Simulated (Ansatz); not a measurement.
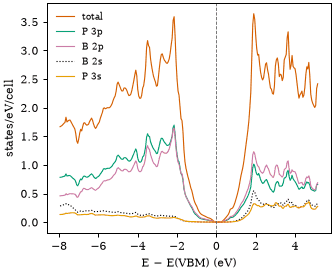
Fig. 1. Total and projected density of states of BP in space group P6_222 (No. 180; B on 3d, P on 3c), r²SCAN+D4 (plane waves, PAW; program Ansatz)

Question: Which orbitals carry the states next to the gap?

Answer: Top 1 eV of the valence band: B 2p 51 %, P 3p 42 %. Bottom 1 eV of the conduction band: B 2p 42 %, P 3p 34 %, outside the projected shells 16 %. Projections are on Löwdin-orthogonalised atomic valence shells; empty p or d shells of many metals are not among them.

Question: Where is the tallest occupied peak in this window, and what makes it?

Answer: Near -2.1 eV, about 3.6 states/eV per cell; the largest projected share is P 3p.

The start of the workflow was typed in or built on a structure type; neither database checked (COD, Materials Project) lists it. It is not the phase usual at ambient conditions (space group No. 216). Symmetry was held in the r²SCAN+D4 relaxation; its stability against distortions is not shown here.

Potentials: the later of the program's two PAW sets.
